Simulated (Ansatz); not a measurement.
Input

```
crystal:
  periodic: [false, false, false]
  atoms:
    - { symbol: Si, position_ang: [0.0, 0.0, 0.0] }
    - { symbol: H, position_ang: [0.0, 0.0, 1.46] }
    - { symbol: O, position_ang: [1.5842, 0.0, -0.5594] }
    - { symbol: H, position_ang: [1.9006, -0.9521, -0.6761] }
    - { symbol: O, position_ang: [-0.7913, 1.3709, -0.5594] }
    - { symbol: H, position_ang: [-1.7491, 1.1401, -0.7818] }
    - { symbol: H, position_ang: [-0.6877, -1.1914, -0.4862] }
basis:
  gaussian: { orbitals: def2-SVP }
hamiltonian:
  xc: pbe
  dispersion: d4
relax:
  f_tol: 0.02
  max_steps: 40
output:
  orbitals: {}
```

Command:

```sh
ansatz run input.yaml --threads 1 --pin off --max-ram 2048MiB --backend cpu --events-out ev --progress --plain --runs-dir out
```

The fields are those of the run's last geometry, not of the input's.

Method: Ansatz, RKS PBE-D4/def2-SVP.

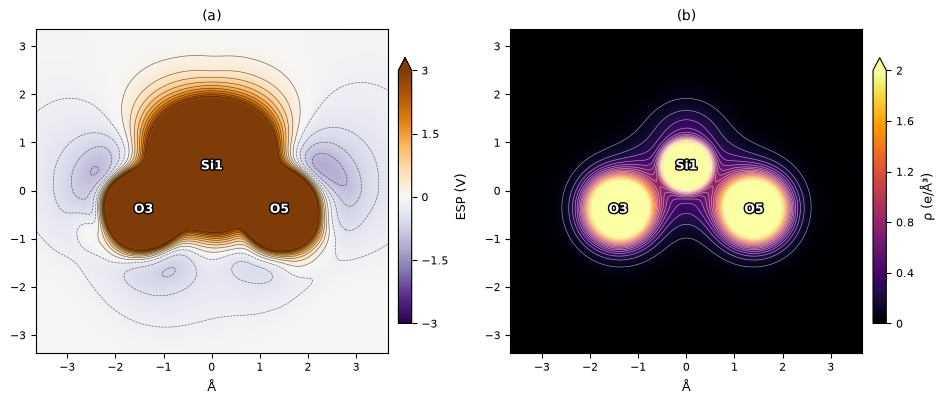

H₄O₂Si. (a) electrostatic potential; (b) electron density on the plane of atoms O3, Si1 and O5.

**Describe what can be read from this map.**

The plane passes through Si and O nuclei.
Si–O (1.68 Å): ρ is about 1.1 e/Å³ halfway.
Outside the dense part of the molecule the potential is most negative (−1.2 V) near O5.
